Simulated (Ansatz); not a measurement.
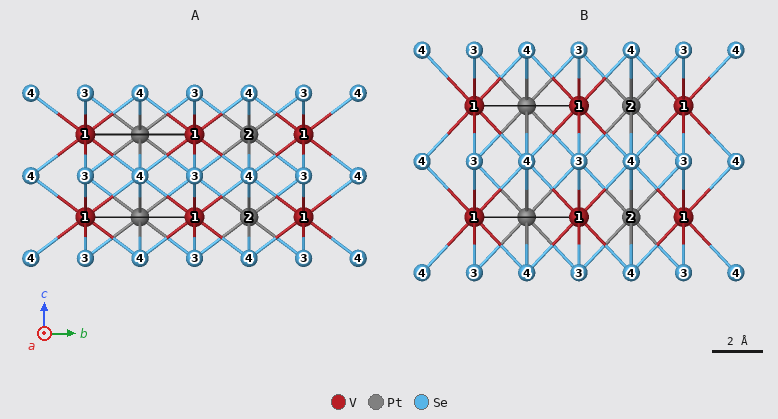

Two geometries of solid VPtSe2 (a generated structure, set up in P4/mmm) (coarse preliminary run), drawn at one scale. One is the start of a relaxation, the other its converged end. A ball-and-stick model of the cell of the calculation, repeated 1 × 2 × 1 with one cell outlined, seen along the a axis.

Computed with DFT PBE, scalar-relativistic, plane waves, PAW in Ansatz. Settings: plane-wave cutoff 420 eV; k-point mesh 4 × 4 × 4; occupations gaussian; smearing width 0.1 eV; collinear spin; cell and atoms relaxed; force threshold 0.04 eV/Å; at most 70 steps.

### Which one is relaxed?

Structure A is the relaxed one. Over 8 accepted moves (9 points after the start) the energy falls by 498 meV per atom. All forces vanish by symmetry, so only the cell relaxes. Pressure: −11.57 GPa at the start and −0.02 GPa at the end. At 1 point the geometry stayed and the basis and grid were re-selected for the new cell (energy shift of 0.4 meV per atom at most each time). No atom moves by more than 0.005 Å relative to the cell. The volume changes by −19.2 %, with a = b 4.257 → 4.441 Å (+4.3 %), c 4.528 → 3.361 Å (−25.8 %). Some distances before and after: V1–Se3 3.108 → 2.785 Å, Pt2–Se3 3.108 → 2.785 Å. The space group stays P4/mmm (No. 123).
